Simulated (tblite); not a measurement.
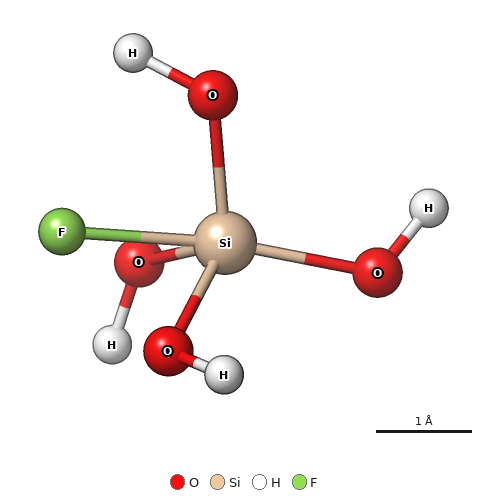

Fig. 1: The starting structure (ball-and-stick view, seen at a tilt).

# Geometry relaxation, with input and output: SiH4O4F (charge −1)

SiH4O4F, charge −1, SMILES O[Si-](O)(O)(O)F, computed with GFN2-xTB geometry optimisation, gas phase (tblite 0.8.0).

**Input file**
```
{"job": {"kind": "relax", "xc": "GFN2-xTB", "basis": "xTB"}, "charge": -1, "multiplicity": 1}
O     -0.073300     0.946300    -1.358200
Si    -0.006400     0.011200    -0.029400
O     -0.991300     0.667500     1.112900
O     -0.375000    -1.513900    -0.513200
O      1.485300    -0.094700     0.721100
H     -0.209900     1.895400    -1.221300
H     -0.857700     0.446700     2.018900
H     -1.036600    -1.609000    -1.165700
H      2.123000    -0.723300     0.331900
F      0.679700     1.525200     0.561100
```

The first line tells a small driver script what to run in tblite; the rest is the geometry in Å.

Machine: 1 CPU thread, shared host.

Run as:
```bash
OMP_NUM_THREADS=1 python <driver script> task.json out
```

**What the program printed**
```
step      E/eV     max force
  0    -681.75698    8.276
  1    -683.56093    4.448
  2    -684.51950    2.719
  3    -684.75211    1.112
  4    -684.86262    0.875
  5    -684.94629    0.847
  6    -685.00671    0.598
  7    -685.03283    0.649
  8    -685.06801    0.687
  9    -685.09927    0.786
 10    -685.12826    0.728
 11    -685.14660    0.398
 12    -685.15804    0.397
 13    -685.16902    0.451
 14    -685.18390    0.506
 15    -685.19784    0.385
 16    -685.20987    0.474
 17    -685.22417    0.532
 18    -685.23830    0.656
 19    -685.26767    0.752
 20    -685.28644    0.625
 21    -685.30095    0.845
 22    -685.30932    0.833
 23    -685.32384    0.267
 24    -685.33069    0.327
 25    -685.33797    0.211
 26    -685.34303    0.199
 27    -685.34707    0.142
 28    -685.34855    0.262
 29    -685.35006    0.163
 30    -685.35200    0.095
 31    -685.35433    0.120
 32    -685.35492    0.106
 33    -685.35592    0.064
 34    -685.35700    0.079
 35    -685.35808    0.080
 36    -685.35869    0.086
 37    -685.35917    0.085
 38    -685.35983    0.081
 39    -685.36064    0.070
 40    -685.36152    0.092
 41    -685.36231    0.092
 42    -685.36295    0.076
 43    -685.36340    0.057
 44    -685.36369    0.045
 45    -685.36391    0.050
 46    -685.36421    0.059
 47    -685.36468    0.060
 48    -685.36527    0.059
 49    -685.36566    0.041
 50    -685.36587    0.055
 51    -685.36604    0.061
 52    -685.36622    0.046
 53    -685.36633    0.027
 54    -685.36639    0.021
 55    -685.36643    0.024
 56    -685.36648    0.032
 57    -685.36656    0.035
 58    -685.36663    0.025
 59    -685.36670    0.025
 60    -685.36678    0.030
 61    -685.36693    0.041
 62    -685.36717    0.050
 63    -685.36743    0.044
 64    -685.36755    0.028
 65    -685.36759    0.015
 66    -685.36761    0.018
 67    -685.36762    0.011
 68    -685.36764    0.020
 69    -685.36767    0.027
 70    -685.36770    0.024
 71    -685.36771    0.012
 72    -685.36772    0.009
```

**Trajectory as extended XYZ (Å, eV, eV/Å), 10 of the 73 frames kept, from step=0 to step=72**
```
10
Properties=species:S:1:pos:R:3:forces:R:3 step=0 energy=-681.75698
O    -0.0733    0.9463   -1.3582   -1.5200  -0.2200  -3.3270
Si   -0.0064    0.0112   -0.0294    2.5150   3.2810   2.2620
O    -0.9913    0.6675    1.1129   -5.3220  -2.5640   0.9460
O    -0.3750   -1.5139   -0.5132    0.4410  -0.6840   0.4780
O     1.4853   -0.0947    0.7211    2.8970  -6.3610  -0.8970
H    -0.2099    1.8954   -1.2213    0.3520  -0.9560   0.3530
H    -0.8577    0.4467    2.0189    0.2260  -0.2530   0.2500
H    -1.0366   -1.6090   -1.1657   -0.6250   0.1150  -0.5900
H     2.1230   -0.7233    0.3319   -0.2760  -0.5290   0.6040
F     0.6797    1.5252    0.5611    1.3140   8.1710  -0.0780
10
Properties=species:S:1:pos:R:3:forces:R:3 step=8 energy=-685.06801
O    -0.1918    0.8814   -1.4133   -0.0230   0.0220  -0.1760
Si    0.1069    0.1713    0.0666   -0.1150   0.5560  -0.0520
O    -1.1709    0.3711    1.1052   -0.1870  -0.0940   0.2660
O    -0.2965   -1.3901   -0.4705    0.3140  -0.5840  -0.1800
O     1.5048   -0.3519    0.7925    0.4580  -0.1150   0.0500
H    -0.1736    1.8304   -1.3055    0.0660  -0.0610  -0.1160
H    -0.8560    0.4728    1.9944    0.0150   0.1730   0.0990
H    -0.9965   -1.4899   -1.1046   -0.0980   0.2680  -0.0140
H     2.0904   -0.8596    0.2341   -0.3580   0.0680   0.0570
F     0.7209    1.9157    0.5591   -0.0730  -0.2340   0.0660
10
Properties=species:S:1:pos:R:3:forces:R:3 step=16 energy=-685.20987
O    -0.2164    0.8523   -1.4195   -0.0040   0.1910   0.0960
Si    0.1123    0.2058    0.1068    0.1840   0.0180  -0.1000
O    -1.1770    0.2356    1.1910    0.2530  -0.0600   0.0270
O    -0.1617   -1.3444   -0.5623   -0.1410  -0.4340   0.1290
O     1.5773   -0.2970    0.7754    0.0230  -0.0300  -0.3030
H    -0.1320    1.8002   -1.4234    0.0150   0.1380  -0.0390
H    -0.8714    0.5994    2.0187   -0.1100   0.0610  -0.1240
H    -0.9782   -1.3627   -1.0516    0.0150  -0.0480  -0.0330
H     1.9596   -0.9660    0.2132   -0.0940  -0.0610   0.1930
F     0.6254    1.8281    0.6097   -0.1410   0.2250   0.1530
10
Properties=species:S:1:pos:R:3:forces:R:3 step=24 energy=-685.33069
O    -0.2211    0.8954   -1.4034   -0.0130  -0.0270   0.0250
Si    0.1313    0.2003    0.0930    0.0690   0.1180   0.0100
O    -1.0852    0.1086    1.2484    0.0200  -0.0740   0.0270
O    -0.1674   -1.3724   -0.5482   -0.0270   0.0110   0.0220
O     1.6774   -0.2156    0.5874   -0.0050  -0.1370  -0.1620
H    -0.0911    1.8388   -1.4510    0.0490  -0.0240   0.1950
H    -0.9187    0.7231    1.9596   -0.0600   0.0180  -0.1200
H    -0.9738   -1.3778   -1.0546    0.0160  -0.0500   0.0190
H     1.8850   -1.1081    0.3060   -0.1360   0.2850   0.0860
F     0.5012    1.8591    0.7208    0.0880  -0.1200  -0.1020
10
Properties=species:S:1:pos:R:3:forces:R:3 step=32 energy=-685.35492
O    -0.2329    0.9101   -1.3960   -0.0470   0.0220   0.0540
Si    0.1307    0.1936    0.0819    0.0390   0.0340   0.0180
O    -1.0596    0.0718    1.2615    0.0300   0.0770   0.0130
O    -0.1698   -1.3860   -0.5396    0.0040   0.0100  -0.0120
O     1.6976   -0.1828    0.5090    0.0220  -0.0530   0.0150
H    -0.0649    1.8481   -1.3711    0.0020   0.0000   0.0010
H    -0.9628    0.7636    1.9127   -0.0400  -0.0270  -0.0940
H    -0.9739   -1.4102   -1.0483   -0.0030  -0.0230   0.0270
H     1.8563   -1.1058    0.3380    0.0250  -0.0070  -0.0220
F     0.5168    1.8489    0.7099   -0.0330  -0.0320  -0.0010
10
Properties=species:S:1:pos:R:3:forces:R:3 step=40 energy=-685.36152
O    -0.2703    0.9291   -1.3735    0.0600   0.0000   0.0330
Si    0.1452    0.1923    0.0825   -0.0090  -0.0250   0.0360
O    -1.0532    0.0718    1.2523   -0.0290   0.0100   0.0300
O    -0.1501   -1.3849   -0.5493    0.0040   0.0100   0.0030
O     1.7153   -0.1992    0.5036   -0.0610   0.0390  -0.0290
H    -0.0623    1.8593   -1.3520   -0.0270  -0.0050  -0.0030
H    -1.0124    0.8023    1.8657    0.0010  -0.0460  -0.0800
H    -0.9792   -1.4335   -1.0152    0.0170   0.0160   0.0420
H     1.8735   -1.1197    0.3195   -0.0050  -0.0050  -0.0270
F     0.5312    1.8339    0.7244    0.0480   0.0070  -0.0050
10
Properties=species:S:1:pos:R:3:forces:R:3 step=48 energy=-685.36527
O    -0.2553    0.9344   -1.3579    0.0040   0.0130  -0.0570
Si    0.1555    0.1885    0.0900    0.0120  -0.0340  -0.0220
O    -1.0647    0.0711    1.2360   -0.0040  -0.0130  -0.0130
O    -0.1375   -1.3886   -0.5483   -0.0010   0.0360   0.0170
O     1.7272   -0.2056    0.4907   -0.0140  -0.0220   0.0000
H    -0.0830    1.8718   -1.3334    0.0100  -0.0180   0.0350
H    -1.0541    0.8287    1.8136   -0.0130   0.0100   0.0300
H    -0.9898   -1.4497   -0.9683    0.0110   0.0080   0.0290
H     1.8850   -1.1224    0.2847   -0.0020   0.0310  -0.0110
F     0.5545    1.8230    0.7510   -0.0030  -0.0120  -0.0080
10
Properties=species:S:1:pos:R:3:forces:R:3 step=56 energy=-685.36648
O    -0.2374    0.9345   -1.3649    0.0020   0.0050   0.0000
Si    0.1592    0.1879    0.0883    0.0000  -0.0150  -0.0010
O    -1.0734    0.0760    1.2231   -0.0100   0.0000   0.0090
O    -0.1353   -1.3886   -0.5425   -0.0030   0.0090  -0.0120
O     1.7287   -0.2097    0.4937   -0.0020  -0.0160  -0.0090
H    -0.0889    1.8748   -1.3184    0.0160  -0.0010  -0.0040
H    -1.0680    0.8298    1.8066    0.0000  -0.0070   0.0020
H    -0.9966   -1.4528   -0.9426   -0.0020  -0.0080   0.0130
H     1.8931   -1.1192    0.2615   -0.0040   0.0320   0.0040
F     0.5562    1.8184    0.7532    0.0010   0.0020  -0.0020
10
Properties=species:S:1:pos:R:3:forces:R:3 step=64 energy=-685.36755
O    -0.2201    0.9466   -1.3685   -0.0020  -0.0060   0.0090
Si    0.1551    0.1880    0.0836   -0.0050   0.0160   0.0060
O    -1.0824    0.0670    1.2140   -0.0010  -0.0140  -0.0240
O    -0.1349   -1.3856   -0.5533    0.0150  -0.0070   0.0110
O     1.7264   -0.2022    0.4855    0.0020   0.0220  -0.0030
H    -0.0451    1.8822   -1.3170    0.0020   0.0000  -0.0080
H    -1.0815    0.8201    1.7976   -0.0040   0.0070   0.0160
H    -1.0229   -1.4790   -0.8815   -0.0190   0.0040  -0.0070
H     1.9012   -1.1029    0.2322    0.0070  -0.0210  -0.0030
F     0.5416    1.8173    0.7655    0.0040  -0.0010   0.0040
10
Properties=species:S:1:pos:R:3:forces:R:3 step=72 energy=-685.36772
O    -0.2206    0.9461   -1.3684    0.0010   0.0000  -0.0010
Si    0.1551    0.1897    0.0841   -0.0020   0.0020   0.0000
O    -1.0857    0.0668    1.2104    0.0020   0.0030   0.0050
O    -0.1362   -1.3855   -0.5509    0.0020   0.0000   0.0010
O     1.7284   -0.1989    0.4815   -0.0050  -0.0050  -0.0050
H    -0.0389    1.8807   -1.3228    0.0000   0.0000  -0.0010
H    -1.0830    0.8138    1.8025   -0.0020  -0.0010  -0.0010
H    -1.0252   -1.4767   -0.8784    0.0020   0.0020   0.0010
H     1.9022   -1.1014    0.2323    0.0030   0.0010   0.0010
F     0.5415    1.8167    0.7678   -0.0020  -0.0010   0.0010
```

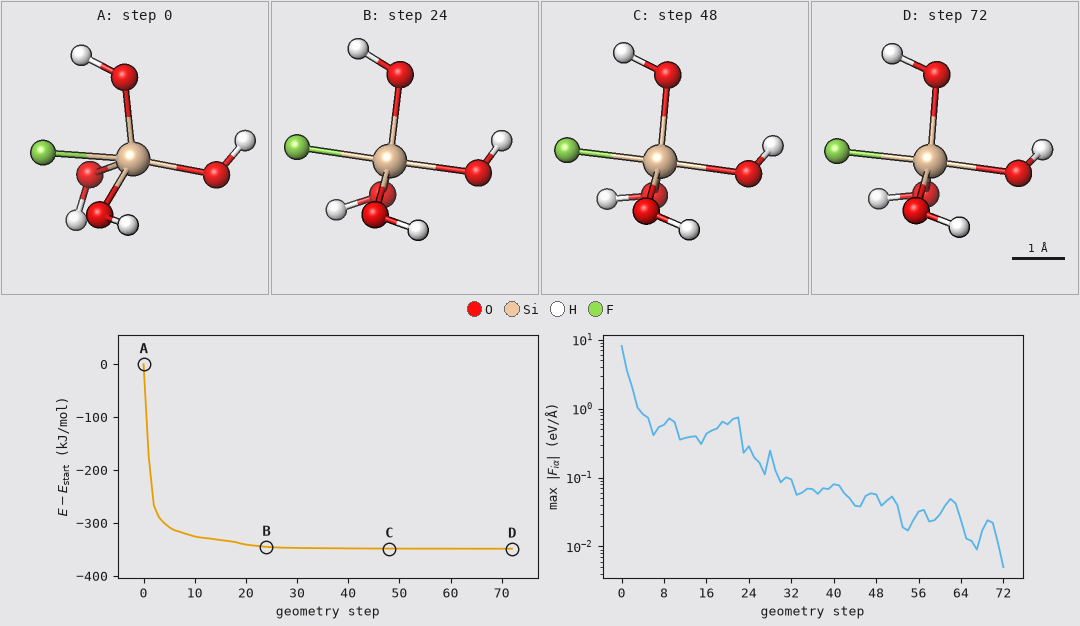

Fig. 2: Frames of the relaxation (ball-and-stick view, seen at a tilt) above the curves, on which the letters mark them (steps are counted from 0).

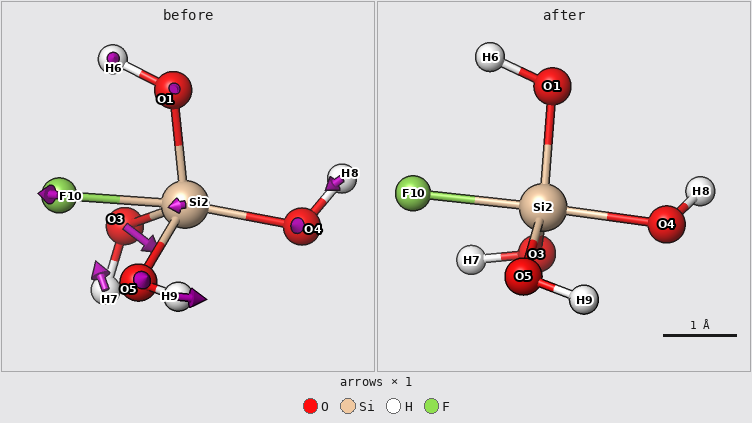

Fig. 3: Before (left) and after (right) the relaxation, at one scale (ball-and-stick view, seen at a tilt). The pink arrows give the displacements, at true length. The largest move after the best rigid fit is that of O3, 0.63 Å. By element the largest moves are O 0.63 Å, H 0.47 Å, F 0.39 Å, Si 0.27 Å. Among the contacts that change: Si2–O4 1.642 → 1.723 Å, O1–Si2 1.626 → 1.680 Å, Si2–F10 1.764 → 1.807 Å, Si2–O3 1.645 → 1.680 Å. Among the angles that change: O3–Si2–O4 116.2° → 93.2°, O5–Si2–F10 63.7° → 85.3°, O3–Si2–F10 70.0° → 88.3°. Over 72 geometry steps the energy falls by 348.4 kJ/mol. The largest force component goes from 8.2 to 0.005 eV/Å. (Atoms are counted from 1 in the order of the input.)

**Summary**

| quantity | value |
| --- | --- |
| outcome | converged |
| total energy | −685.3677 eV |
| peak memory | 0.3 GiB |
